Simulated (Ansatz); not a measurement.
# CH5BrGeO: the cost of one run

Computed with Ansatz 0.2.0, driven from Python. Level of theory: CAM-B3LYP/def2-SVP.

## (1) The system

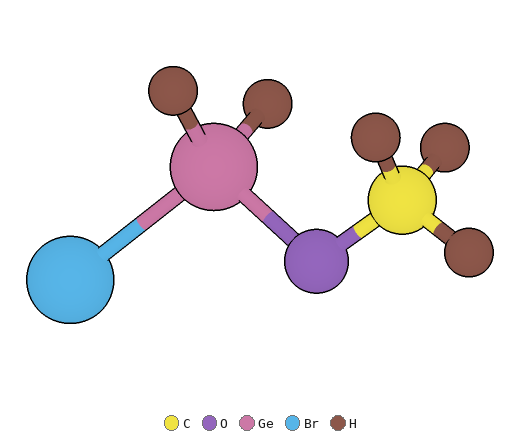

The starting structure, viewed from a chosen angle; carbon yellow, oxygen purple, germanium pink, bromine blue, hydrogen brown.

No structure file is read: the coordinates are typed or built in the script.

## (2) The script

File run_scan.py:

```python
"""Potential curve of CH5BrGeO along one bond."""

import warnings

import ansatz as az
import numpy as np

SETTINGS = {
    "basis_set": "def2-SVP",
    "functional": "cam_b3lyp",
}

warnings.simplefilter("ignore", az.DeckWarning)

geometry_ang = [
    ("C", (0.5193, 1.2314, 0.2172)),
    ("O", (0.8603, -0.0473, 0.4708)),
    ("Ge", (-0.446, -1.1325, -0.1927)),
    ("Br", (0.2538, -3.3361, 0.2282)),
    ("H", (0.391, 1.4514, -0.907)),
    ("H", (-0.4851, 1.5386, 0.7178)),
    ("H", (1.275, 1.9643, 0.6042)),
    ("H", (-1.7269, -0.8136, 0.51)),
    ("H", (-0.5528, -0.9026, -1.6656)),
]
mol = az.Crystal.molecule()
for symbol, xyz in geometry_ang:
    mol = mol.atom(symbol, xyz)

symbols = [site.symbol for site in mol.cartesian_sites]
start = np.array([site.position_ang for site in mol.cartesian_sites])
axis = (start[3] - start[2]) / np.linalg.norm(start[3] - start[2])
moving = [3]
lengths, energies = [2.0, 2.16, 2.35, 2.59, 2.94, 3.53, 4.23, 5.17], []
for length in lengths:
    xyz = start.copy()
    xyz[moving] += (length - np.linalg.norm(start[3] - start[2])) * axis
    point = az.Crystal.molecule()
    for symbol, xyz in zip(symbols, xyz):
        point = point.atom(symbol, xyz.tolist())
    base = (
        point.calculation()
        .basis(gaussian=SETTINGS["basis_set"])
        .functional(SETTINGS["functional"])
        .spin("collinear")
    )
    summary = base.run(threads=1).report
    energies.append(summary["free_energy_ev"])
    print(f"r = {length:6.3f} A  E = {energies[-1]:.5f} eV  <S^2> = {abs(summary['mean_field']['state']['spin_squared']):.3f}")

print("energy above the lowest point (eV):", [round(e - min(energies), 3) for e in energies])
```

## (3) The run

The run is started by

```sh
$ python run_scan.py
```

What time and memory should one allow on 1 thread of AMD EPYC 7R43 (Zen 3), shared host?

About 5.3 min, with a peak of 0.66 GiB.
